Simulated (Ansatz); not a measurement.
Ta₅Si₃ (space group I4/mcm)

```
CELL_PARAMETERS angstrom
     -3.25176     3.25176     5.90702
      3.25176    -3.25176     5.90702
      3.25176     3.25176    -5.90702
ATOMIC_POSITIONS crystal
  Ta 0.01442 0.18504 0.50000
  Ta 0.98558 0.81496 0.50000
  Ta 0.18504 0.68504 0.17062
  Ta 0.81496 0.31496 0.82938
  Ta 0.68504 0.51442 0.50000
  Ta 0.31496 0.48558 0.50000
  Ta 0.51442 0.01442 0.82938
  Ta 0.48558 0.98558 0.17062
  Ta 0.50000 0.50000 0.00000
  Ta 0.00000 0.00000 0.00000
  Si 0.13020 0.63020 0.76040
  Si 0.86980 0.36980 0.23960
  Si 0.63020 0.86980 0.50000
  Si 0.36980 0.13020 0.50000
  Si 0.75000 0.75000 0.00000
  Si 0.25000 0.25000 0.00000
```

Equation-of-state scan: isotropic scaling of the cell above, V₀ being its volume. The atoms relax within the cell's symmetry.

Calculation: PBEsol (plane waves to 420 eV, PAW, scalar-relativistic; Ansatz, a first-principles code). k mesh 8×8×8 (Γ-centred), Fermi-Dirac smearing 0.05 eV. Energies are smeared free energies. With the shape held, the modulus is that of even scaling; a crystal free to change shape is softer. Spin-orbit coupling is left out, though Ta is heavy. Ta5Si3 is run without spin polarisation. Ta5Si3 was relaxed with its symmetry unable to fall. The zero of ΔE is the relaxed starting cell.

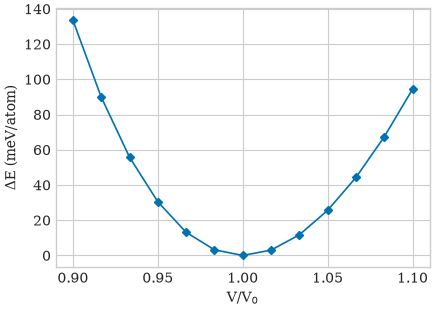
*ΔE (meV/atom) against V/V₀; computed points joined by lines.*

What is ΔE at V/V₀ = 1.100?

About 94 meV/atom.

What is ΔE at V/V₀ = 0.900?

About 130 meV/atom.

What bulk modulus at fixed cell shape B₀ follows from a third-order Birch-Murnaghan fit?

About 230 GPa.

(Under strain, the slope of the energy per volume gives the stress and its curvature an elastic modulus.)
